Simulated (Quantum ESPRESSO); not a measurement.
# MoSi2N4, 1 layer: a series in biaxial strain, part 4 of 7

What law, if any, do the results for MoSi2N4, 1 layer follow against biaxial strain?

Quantum ESPRESSO 7.5; plane-wave DFT, PBE, GBRV ultrasoft pseudopotentials.

So far. Step 2 (Variable-cell relaxation of the reference):  The last row is no step: it is a fresh SCF in the final cell with a new plane-wave basis, +1 meV from the row before. Step 3 (Relaxing the ions, -4 %): The relaxation lowers the energy by 12 meV an atom.

### Step 6. Band structure, -4 %

Bands along a path place the edges.

m0.bands.in

```
&control
  prefix = 'm0.bands'
  outdir = './out'
  pseudo_dir = './pseudo'
  calculation = 'bands'
/
&system
  ibrav = 0
  nat = 7
  ntyp = 3
  ecutwfc = 40
  ecutrho = 200
  occupations = 'smearing'
  smearing = 'fd'
  degauss = 0.002
  nbnd = 27
/
&electrons
  conv_thr = 1e-07
  mixing_beta = 0.4
  electron_maxstep = 120
  mixing_mode = 'plain'
/
ATOMIC_SPECIES
  N   14.0070  n_pbe_v1.2.uspp.F.UPF
  Si  28.0850  si_pbe_v1.uspp.F.UPF
  Mo  95.9500  mo_pbe_v1.uspp.F.UPF
CELL_PARAMETERS angstrom
  2.78505087648000 0.00000000000000 0.00000000000000
  -1.39252543872000 2.41192480992000 0.00000000000000
  0.00000000000000 0.00000000000000 21.86179061700000
ATOMIC_POSITIONS crystal
  N   0.000000000000 0.000000000000 0.334672062300
  Si  0.333333333300 0.666666666700 0.360911190200
  N   0.333333333300 0.666666666700 0.441030624400
  Mo  0.000000000000 0.000000000000 0.500000000000
  N   0.333333333300 0.666666666700 0.558969375600
  Si  0.333333333300 0.666666666700 0.639088809800
  N   0.000000000000 0.000000000000 0.665327937700
K_POINTS crystal_b
4
  0.0000000000 0.0000000000 0.0000000000 12
  0.5000000000 0.0000000000 0.0000000000 12
  0.3333333333 0.3333333333 0.0000000000 12
  0.0000000000 0.0000000000 0.0000000000 1
```

Started as:

```bash
cp -r out/m0.scf.save out/m0.bands.save
cp out/m0.scf.xml out/m0.bands.xml
OMP_NUM_THREADS=1 mpirun -n 4 pw.x -nk 4 -in m0.bands.in > m0.bands.out
```

What it wrote:

```text
[banner, memory and clock lines left out]
Program PWSCF v.7.5 starts

          URL

     Atomic positions and unit cell read from directory:
     ./out/m0.bands.save/

     Message from routine setup:
     using ibrav=0 with symmetry is DISCOURAGED, use correct ibrav instead

     G-vector sticks info

     bravais-lattice index     =            0
     lattice parameter (alat)  =       5.2630  a.u.
     unit-cell volume          =     991.0127 (a.u.)^3
     number of atoms/cell      =            7
     number of atomic types    =            3
     number of electrons       =        42.00
     number of Kohn-Sham states=           27
     kinetic-energy cutoff     =      40.0000  Ry
     charge density cutoff     =     200.0000  Ry
     Exchange-correlation= SLA  PW   PBE  PBE
                           (   1   4   3   4   0   0   0)

     celldm(1)=   5.262983  celldm(2)=   0.000000  celldm(3)=   0.000000
     celldm(4)=   0.000000  celldm(5)=   0.000000  celldm(6)=   0.000000

     crystal axes: (cart. coord. in units of alat)
               a(1) = (   1.000000   0.000000   0.000000 )
               a(2) = (  -0.500000   0.866025   0.000000 )
               a(3) = (   0.000000   0.000000   7.849692 )

     reciprocal axes: (cart. coord. in units 2 pi/alat)
               b(1) = (  1.000000  0.577350 -0.000000 )
               b(2) = (  0.000000  1.154701  0.000000 )
               b(3) = (  0.000000 -0.000000  0.127394 )

     PseudoPot. # 1 for N  read from file:
     ./pseudo/n_pbe_v1.2.uspp.F.UPF
     Pseudo is Ultrasoft + core correction, Zval =  5.0
     Generated by new atomic code, or converted to UPF format
     Using radial grid of  729 points,  4 beta functions with:
                l(1) =   0
                l(2) =   0
                l(3) =   1
                l(4) =   1
     Q(r) pseudized with  8 coefficients,  rinner =    0.900   0.900   0.900

     PseudoPot. # 2 for Si read from file:
     ./pseudo/si_pbe_v1.uspp.F.UPF
     Pseudo is Ultrasoft + core correction, Zval =  4.0
     Generated by new atomic code, or converted to UPF format
     Using radial grid of  899 points,  6 beta functions with:
                l(1) =   0
                l(2) =   0
                l(3) =   1
                l(4) =   1
                l(5) =   2
                l(6) =   2
     Q(r) pseudized with  8 coefficients,  rinner =    0.900   0.900   0.900
                                                       0.900   0.900

     PseudoPot. # 3 for Mo read from file:
     ./pseudo/mo_pbe_v1.uspp.F.UPF
     Pseudo is Ultrasoft + core correction, Zval = 14.0
     Generated by new atomic code, or converted to UPF format
     Using radial grid of  889 points,  6 beta functions with:
                l(1) =   0
                l(2) =   0
                l(3) =   1
                l(4) =   1
                l(5) =   2
                l(6) =   2
     Q(r) pseudized with  6 coefficients,  rinner =    1.000   1.000   1.000
                                                       1.000   1.000

     atomic species   valence    mass     pseudopotential
     N                 5.00    14.00700     N ( 1.00)
     Si                4.00    28.08500     Si( 1.00)
     Mo               14.00    95.95000     Mo( 1.00)

     12 Sym. Ops. (no inversion) found

   Cartesian axes

     site n.     atom                  positions (alat units)
         1        N      tau(   1) = (   0.0000000   0.0000000   2.6270725  )
         2        Si     tau(   2) = (  -0.0000000   0.5773503   2.8330416  )
         3        N      tau(   3) = (  -0.0000000   0.5773503   3.4619544  )
         4        Mo     tau(   4) = (   0.0000000   0.0000000   3.9248458  )
         5        N      tau(   5) = (  -0.0000000   0.5773503   4.3877372  )
         6        Si     tau(   6) = (  -0.0000000   0.5773503   5.0166501  )
         7        N      tau(   7) = (   0.0000000   0.0000000   5.2226192  )

     number of k points=    37  Fermi-Dirac smearing, width (Ry)=  0.0020
                       cart. coord. in units 2pi/alat
        k(    1) = (   0.0000000   0.0000000   0.0000000), wk =   0.0540541
        k(    2) = (   0.0416667   0.0240563   0.0000000), wk =   0.0540541
        k(    3) = (   0.0833333   0.0481125   0.0000000), wk =   0.0540541
        k(    4) = (   0.1250000   0.0721688   0.0000000), wk =   0.0540541
        k(    5) = (   0.1666667   0.0962250   0.0000000), wk =   0.0540541
        k(    6) = (   0.2083333   0.1202813   0.0000000), wk =   0.0540541
        k(    7) = (   0.2500000   0.1443376   0.0000000), wk =   0.0540541
        k(    8) = (   0.2916667   0.1683938   0.0000000), wk =   0.0540541
        k(    9) = (   0.3333333   0.1924501   0.0000000), wk =   0.0540541
        k(   10) = (   0.3750000   0.2165064   0.0000000), wk =   0.0540541
        k(   11) = (   0.4166667   0.2405626   0.0000000), wk =   0.0540541
        k(   12) = (   0.4583333   0.2646189   0.0000000), wk =   0.0540541
        k(   13) = (   0.5000000   0.2886751   0.0000000), wk =   0.0540541
        k(   14) = (   0.4861111   0.3127314   0.0000000), wk =   0.0540541
        k(   15) = (   0.4722222   0.3367877   0.0000000), wk =   0.0540541
        k(   16) = (   0.4583333   0.3608439   0.0000000), wk =   0.0540541
        k(   17) = (   0.4444444   0.3849002   0.0000000), wk =   0.0540541
        k(   18) = (   0.4305556   0.4089564   0.0000000), wk =   0.0540541
        k(   19) = (   0.4166667   0.4330127   0.0000000), wk =   0.0540541
        k(   20) = (   0.4027778   0.4570690   0.0000000), wk =   0.0540541
        k(   21) = (   0.3888889   0.4811252   0.0000000), wk =   0.0540541
        k(   22) = (   0.3750000   0.5051815   0.0000000), wk =   0.0540541
        k(   23) = (   0.3611111   0.5292377   0.0000000), wk =   0.0540541
        k(   24) = (   0.3472222   0.5532940   0.0000000), wk =   0.0540541
        k(   25) = (   0.3333333   0.5773503   0.0000000), wk =   0.0540541
        k(   26) = (   0.3055556   0.5292377   0.0000000), wk =   0.0540541
        k(   27) = (   0.2777778   0.4811252   0.0000000), wk =   0.0540541
        k(   28) = (   0.2500000   0.4330127   0.0000000), wk =   0.0540541
        k(   29) = (   0.2222222   0.3849002   0.0000000), wk =   0.0540541
        k(   30) = (   0.1944444   0.3367877   0.0000000), wk =   0.0540541
        k(   31) = (   0.1666667   0.2886751   0.0000000), wk =   0.0540541
        k(   32) = (   0.1388889   0.2405626   0.0000000), wk =   0.0540541
        k(   33) = (   0.1111111   0.1924501   0.0000000), wk =   0.0540541
        k(   34) = (   0.0833333   0.1443376   0.0000000), wk =   0.0540541
        k(   35) = (   0.0555556   0.0962250   0.0000000), wk =   0.0540541
[...]
-1.0722   0.1896   0.2087   1.2397   1.5960   5.4808   5.9482   6.6599
     7.3495   7.8641   8.2260

          k = 0.5000 0.2887 0.0000 (  4256 PWs)   bands (ev):

   -58.1966 -33.2261 -32.2685 -32.2042 -13.6123 -13.6089 -12.1341 -11.8775
    -7.4583  -7.2903  -4.2946  -3.7188  -3.3663  -2.2770  -2.1880  -1.4247
    -1.0955   0.2176   0.2643   1.2646   1.5965   5.4459   5.8959   6.7199
     7.3947   7.8758   8.2423

          k = 0.4861 0.3127 0.0000 (  4250 PWs)   bands (ev):

   -58.1962 -33.2231 -32.2679 -32.2109 -13.6060 -13.6027 -12.1321 -11.8732
    -7.4466  -7.2806  -4.2792  -3.7254  -3.3655  -2.3159  -2.2383  -1.4945
    -1.0649   0.2485   0.2658   1.2041   1.6298   5.4877   5.9293   6.6943
     7.4104   7.8801   8.2443

          k = 0.4722 0.3368 0.0000 (  4250 PWs)   bands (ev):

   -58.1951 -33.2141 -32.2663 -32.2308 -13.5873 -13.5845 -12.1264 -11.8607
    -7.4119  -7.2514  -4.2338  -3.7486  -3.3649  -2.4231  -2.3803  -1.6549
    -1.0158   0.2684   0.3346   1.0610   1.6951   5.6038   6.0161   6.6255
     7.4556   7.8910   8.2647

          k = 0.4583 0.3608 0.0000 (  4242 PWs)   bands (ev):

   -58.1933 -33.1992 -32.2636 -32.2631 -13.5567 -13.5546 -12.1174 -11.8407
    -7.3546  -7.2029  -4.1625  -3.7991  -3.3728  -2.5866  -2.5744  -1.8538
    -0.9822   0.2654   0.4593   0.8755   1.7640   5.7665   6.1190   6.5324
     7.5275   7.9129   8.3317

          k = 0.4444 0.3849 0.0000 (  4234 PWs)   bands (ev):

   -58.1909 -33.1785 -32.3065 -32.2601 -13.5152 -13.5140 -12.1061 -11.8146
    -7.2756  -7.1354  -4.0759  -3.8942  -3.4122  -2.8049  -2.7424  -2.0579
    -0.9688   0.2362   0.6037   0.6801   1.8330   5.9292   6.1902   6.4430
     7.6261   7.9653   8.4632

          k = 0.4306 0.4090 0.0000 (  4240 PWs)   bands (ev):

   -58.1881 -33.1525 -32.3595 -32.2559 -13.4644 -13.4641 -12.0935 -11.7845
    -7.1760  -7.0495  -4.0507  -4.0099  -3.5126  -2.9519  -2.9076  -2.2344
    -0.9745   0.1251   0.5378   0.7519   1.9055   6.0111   6.1983   6.4180
     7.7478   8.0579   8.6653

          k = 0.4167 0.4330 0.0000 (  4226 PWs)   bands (ev):

   -58.1850 -33.1214 -32.4198 -32.2513 -13.4066 -13.4061 -12.0811 -11.7524
    -7.0572  -6.9458  -4.2720  -4.0885  -3.5719  -3.0665  -2.9910  -2.3542
    -0.9975  -0.0998   0.4886   0.8923   1.9851   5.9583   6.1468   6.4993
     7.8774   8.1725   8.9340

          k = 0.4028 0.4571 0.0000 (  4210 PWs)   bands (ev):

   -58.1818 -33.0859 -32.4852 -32.2465 -13.3440 -13.3431 -12.0701 -11.7207
    -6.9208  -6.8251  -4.5430  -4.3578  -3.4942  -3.2222  -2.9619  -2.4059
    -1.0367  -0.3834   0.4870   1.0175   2.0730   5.8410   6.0610   6.6184
     7.9876   8.2850   9.2481

          k = 0.3889 0.4811 0.0000 (  4198 PWs)   bands (ev):

   -58.1787 -33.0465 -32.5531 -32.2419 -13.2798 -13.2788 -12.0619 -11.6918
    -6.7690  -6.6886  -4.8401  -4.6899  -3.3759  -3.3686  -2.8900  -2.4002
    -1.0907  -0.6841   0.5020   1.1230   2.1666   5.7100   5.9663   6.7353
     8.0497   8.3818   9.5760

          k = 0.3750 0.5052 0.0000 (  4226 PWs)   bands (ev):

   -58.1760 -33.0045 -32.6203 -32.2377 -13.2181 -13.2178 -12.0574 -11.6678
    -6.6051  -6.5384  -5.1402  -5.0226  -3.4946  -3.2681  -2.7843  -2.3574
    -1.1559  -0.9776   0.5229   1.2061   2.2596   5.5874   5.8806   6.8423
     8.0506   8.4571   9.8871

          k = 0.3611 0.5292 0.0000 (  4230 PWs)   bands (ev):

   -58.1737 -32.9622 -32.6826 -32.2343 -13.1656 -13.1648 -12.0566 -11.6504
    -6.4361  -6.3787  -5.4222  -5.3261  -3.5906  -3.1857  -2.6630  -2.2977
    -1.2381  -1.2248   0.5438   1.2658   2.3411   5.4884   5.8146   6.9340
     8.0032   8.5091  10.1530

          k = 0.3472 0.5533 0.0000 (  4213 PWs)   bands (ev):

   -58.1722 -32.9252 -32.7328 -32.2321 -13.1288 -13.1267 -12.0581 -11.6402
    -6.2822  -6.2231  -5.6588  -5.5671  -3.6505  -3.1304  -2.5638  -2.2432
    -1.4272  -1.2827   0.5599   1.3016   2.3981   5.4258   5.7739   6.9990
     7.9436   8.5383  10.3399

          k = 0.3333 0.5774 0.0000 (  4221 PWs)   bands (ev):

   -58.1717 -32.9085 -32.7541 -32.2313 -13.1149 -13.1122 -12.0594 -11.6370
    -6.2090  -6.1382  -5.7726  -5.6709  -3.6709  -3.1082  -2.5285  -2.2195
    -1.4964  -1.3073   0.5663   1.3135   2.4187   5.4054   5.7603   7.0223
     7.9160   8.5472  10.4068

          k = 0.3056 0.5292 0.0000 (  4223 PWs)   bands (ev):

   -58.1742 -32.9511 -32.6905 -32.2350 -13.1835 -13.1830 -12.0488 -11.6483
    -6.3660  -6.3086  -5.4723  -5.3815  -3.5900  -3.2393  -2.5494  -2.3283
    -1.2974  -1.1928   0.5343   1.2667   2.3371   5.4554   5.8116   6.9703
     8.0274   8.5178  10.2351

          k = 0.2778 0.4811 0.0000 (  4217 PWs)   bands (ev):

   -58.1823 -32.9921 -32.5822 -32.2473 -13.4067 -13.4010 -12.0166 -11.6853
    -6.4482  -6.3728  -4.9963  -4.8918  -3.5594  -3.3635  -2.5739  -2.4500
    -0.9509  -0.9147   0.4433   1.1325   2.1327   5.4860   5.9507   6.9624
     8.2467   8.4389   9.9483

          k = 0.2500 0.4330 0.0000 (  4219 PWs)   bands (ev):

   -58.1967 -32.9894 -32.4685 -32.2690 -13.7535 -13.7492 -11.9810 -11.7665
    -6.3223  -6.2136  -4.4564  -4.3530  -3.8672  -3.1060  -2.7503  -2.2871
    -0.6651  -0.5800   0.3583   0.9307   1.8765   5.4221   6.1438   6.9998
     8.3110   8.4229   9.6783

          k = 0.2222 0.3849 0.0000 (  4215 PWs)   bands (ev):

   -58.2171 -32.9362 -32.3583 -32.2996 -14.1769 -14.1724 -11.9594 -11.9101
    -6.0101  -5.8477  -4.1270  -3.8660  -3.7582  -3.2074  -2.4395  -2.1316
    -0.5426  -0.2519   0.3756   0.6981   1.6266   5.3200   6.3397   6.9064
     8.1435   8.5293   9.4545

          k = 0.1944 0.3368 0.0000 (  4233 PWs)   bands (ev):

   -58.2425 -32.8346 -32.3379 -32.2562 -14.6330 -14.6162 -12.1153 -11.9573
    -5.5909  -5.3153  -4.2359  -3.3797  -3.2354  -3.2073  -2.0079  -1.9392
    -0.5520   0.0036   0.4436   0.5043   1.4513   5.2310   6.4709   6.6309
     7.9707   8.6475   9.2844

          k = 0.1667 0.2887 0.0000 (  4245 PWs)   bands (ev):

   -58.2713 -32.6926 -32.3811 -32.1653 -15.0787 -15.0490 -12.3646 -11.9727
    -5.2625  -4.6705  -4.1186  -3.4649  -2.6975  -2.6091  -1.8677  -1.4011
    -0.6334   0.0430   0.4061   0.5087   1.4396   5.1899   6.2834   6.4868
     7.7989   8.8231   9.2018

          k = 0.1389 0.2406 0.0000 (  4233 PWs)   bands (ev):

   -58.3014 -32.5236 -32.4263 -32.0874 -15.4870 -15.4450 -12.6328 -12.0012
    -5.2437  -4.0321  -3.6242  -3.3934  -2.2719  -2.0189  -1.6374  -0.8598
    -0.7801  -0.0554   0.2055   0.6538   1.6149   5.2134   5.9839   6.4083
     7.5718   8.9400   9.1067

          k = 0.1111 0.1925 0.0000 (  4269 PWs)   bands (ev):

   -58.3305 -32.4698 -32.3446 -32.0238 -15.8397 -15.7869 -12.8946 -12.0370
    -5.4160  -3.7348  -2.9218  -2.8876  -1.9025  -1.5169  -1.3443  -0.9604
    -0.3422  -0.1062  -0.0890   0.7752   1.8864   5.2850   5.7978   6.3079
     7.2702   8.4908   8.6982

          k = 0.0833 0.1443 0.0000 (  4263 PWs)   bands (ev):

   -58.3562 -32.5080 -32.1754 -31.9746 -16.1244 -16.0628 -13.1266 -12.0741
    -5.6386  -3.6580  -2.1975  -2.1448  -1.5341  -1.1819  -1.1354  -1.0279
    -0.3822  -0.0742   0.1175   0.8376   2.1464   5.3858   5.7366   6.2502
     6.9442   8.0885   8.3107

          k = 0.0556 0.0962 0.0000 (  4241 PWs)   bands (ev):

   -58.3762 -32.5379 -32.0361 -31.9398 -16.3331 -16.2647 -13.3088 -12.1062
    -5.8406  -3.6193  -1.6504  -1.4385  -1.2419  -1.1456  -0.8849  -0.8788
    -0.5833   0.0374   0.4578   0.8314   2.3183   5.5311   5.7495   6.2681
     6.6566   7.7818   7.9981

          k = 0.0278 0.0481 0.0000 (  4243 PWs)   bands (ev):

   -58.3890 -32.5569 -31.9443 -31.9191 -16.4603 -16.3876 -13.4252 -12.1278
    -5.9786  -3.5984  -1.5551  -1.0516  -0.9317  -0.9010  -0.7480  -0.7339
    -0.6145   0.1657   0.6550   0.7660   2.3870   5.7008   5.7747   6.3428
     6.4597   7.5734   7.7708

          k = 0.0000 0.0000 0.0000 (  4211 PWs)   bands (ev):

   -58.3934 -32.5633 -31.9122 -31.9122 -16.5031 -16.4289 -13.4653 -12.1354
    -6.0274  -3.5918  -1.5714  -0.9500  -0.9500  -0.6873  -0.6873  -0.6002
    -0.6002   0.2262   0.7165   0.7165   2.3982   5.7848   5.7848   6.3895
     6.3895   7.4916   7.6783

     XML data file, pseudopotentials, collected wavefunctions

                                        0.00s GPU  (     426 calls)
```

The job ended after 11 s (4 MPI ranks of AMD EPYC 9R14 (Zen 4), shared host; peak memory 0.43 GiB).

Read from the output:

| Item | Value |
| --- | --- |
| valence top, on the run's zero | 2.419 eV |

Band numbers count within the set of bands kept for display. Electronic bands along the path, in eV, zero at the highest filled level of the SCF mesh; v1 is the highest filled band, c1 the lowest empty one:

```csv
point,v4,v3,v2,v1,c1,c2,c3,c4
Γ,-2.19,-1.70,-1.70,-0.02,3.37,3.37,3.97,3.97
M,-2.20,-2.15,-1.15,-0.82,3.03,3.48,4.30,4.98
K,-3.73,-1.85,-1.10,0.00,2.99,3.34,4.60,5.50
Γ,-2.19,-1.70,-1.70,-0.02,3.37,3.37,3.97,3.97
```

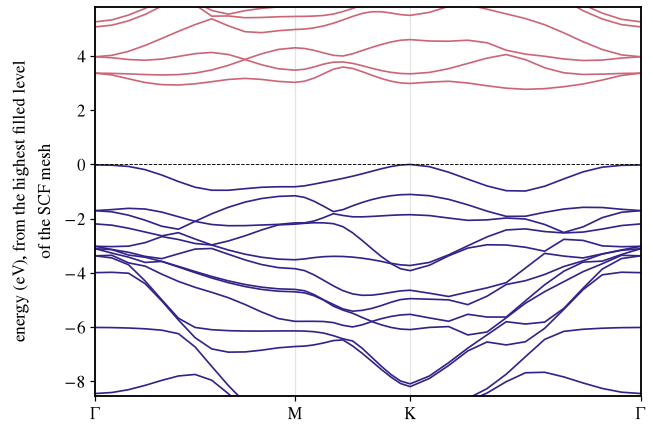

Electronic bands along the path; lines of filled and empty bands in two colours.

Along this path the valence top lies at K and the conduction bottom between K and Γ. The valence levels at K and Γ lie only 0.02 eV apart, so strain, functional or spin-orbit coupling can change their order.

[end of part 4 of 7]

[Logs are printed without paths, hosts, clocks, repeated set-up lines and the standing remarks that a program may print on its own settings, such as how far it seeks lower states.]

[Hosts, paths, dates, database ids (printed as entryN), source tags and the programs' standing remarks are cut or masked in the printed files.]

[Maps of the electrostatic potential energy from Ansatz leave out the sawtooth potential of an applied field or a dipole correction, so their vacuum need not be flat; planar profiles and work functions include it.]
